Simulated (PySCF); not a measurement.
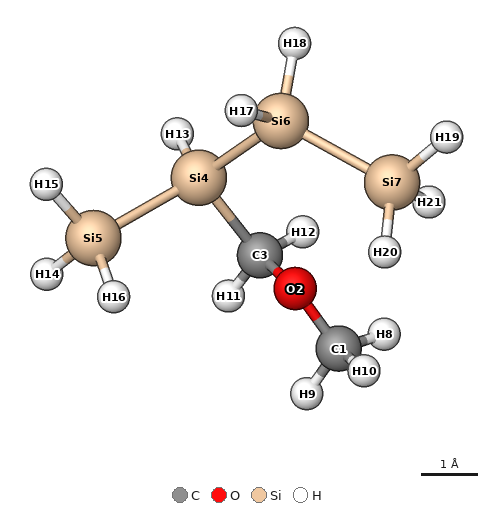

Starting structure of C2H14OSi4. The picture is a ball-and-stick view, seen at a tilt.

The start comes from GFN2-xTB. Its atoms were then displaced at random by about 0.01 Å.

Theory: PySCF, PBE0-D3(BJ)/def2-SVP geometry optimisation, gas phase.

```xyz
21

C    -1.9056    1.6416    0.1462
O    -0.8975    0.7324   -0.0364
C    -1.2964   -0.6058    0.2155
Si    0.3174   -1.6156   -0.2474
Si    0.3203   -1.7817   -2.5712
Si    1.9839   -0.4523    0.8366
Si    1.3667    1.5978    1.6886
H    -2.2859    1.6537    1.1676
H    -2.7615    1.4660   -0.5211
H    -1.5155    2.6481   -0.0641
H    -2.1625   -0.8675   -0.3726
H    -1.5654   -0.7153    1.2829
H    -0.0269   -2.9447    0.3204
H    -0.8166   -2.5090   -3.1494
H     1.5369   -2.4675   -3.0069
H     0.3193   -0.4470   -3.2029
H     3.1092   -0.3090   -0.1152
H     2.5704   -1.2956    1.9011
H     2.3820    2.1622    2.5768
H     1.1150    2.6142    0.6566
H     0.1416    1.5173    2.5180
```

> What does the optimiser find from here?

The energy falls by 8.32 kcal/mol in 17 geometry steps. The atom that moves furthest after the best rigid fit is H14 (1.16 Å). By element the largest moves are H 1.16 Å, Si 0.59 Å, C 0.34 Å, O 0.31 Å. Some distances before and after: C3–Si4 1.959 → 1.909 Å, Si6–Si7 2.304 → 2.347 Å, Si4–Si6 2.303 → 2.342 Å, Si5–H15 1.463 → 1.497 Å. Bond angles that change, for instance: Si5–Si4–Si6 120.3° → 108.2°, C3–Si4–H13 100.4° → 110.3°, Si4–Si6–Si7 115.4° → 107.7°. Groups turn about Si4–Si6 by about 30°, Si4–Si5 by about 25°. The run took 9.5 min on 1 thread of Arm Neoverse N1, with other jobs on the host.

The structure at the end:

```xyz
21

C    -2.1967    1.4710    0.1996
O    -1.1584    0.5834   -0.0953
C    -1.3805   -0.7305    0.3517
Si    0.1986   -1.6827   -0.1408
Si    0.5257   -1.2456   -2.4193
Si    1.9641   -0.7106    1.0526
Si    1.5693    1.6004    1.1582
H    -2.3652    1.5531    1.2907
H    -3.1456    1.1576   -0.2762
H    -1.9140    2.4593   -0.1888
H    -2.2758   -1.1759   -0.1286
H    -1.5540   -0.7627    1.4473
H     0.0299   -3.1460    0.1315
H    -0.7688   -1.3494   -3.1633
H     1.4919   -2.2255   -3.0085
H     1.0818    0.1292   -2.6016
H     3.2682   -0.9774    0.3646
H     2.0557   -1.2614    2.4440
H     2.7458    2.2701    1.8014
H     1.3857    2.1848   -0.2026
H     0.3711    1.8809    2.0066
```

The end point in the same view:

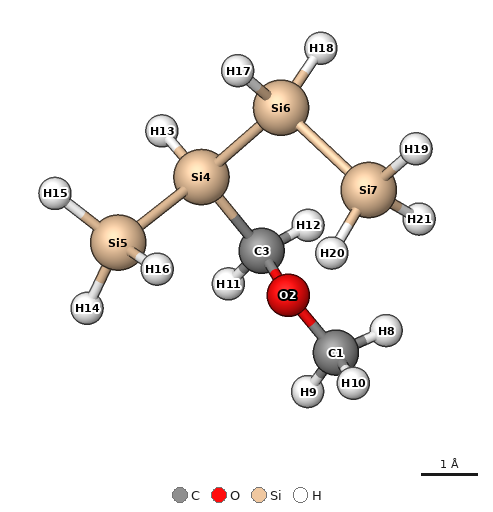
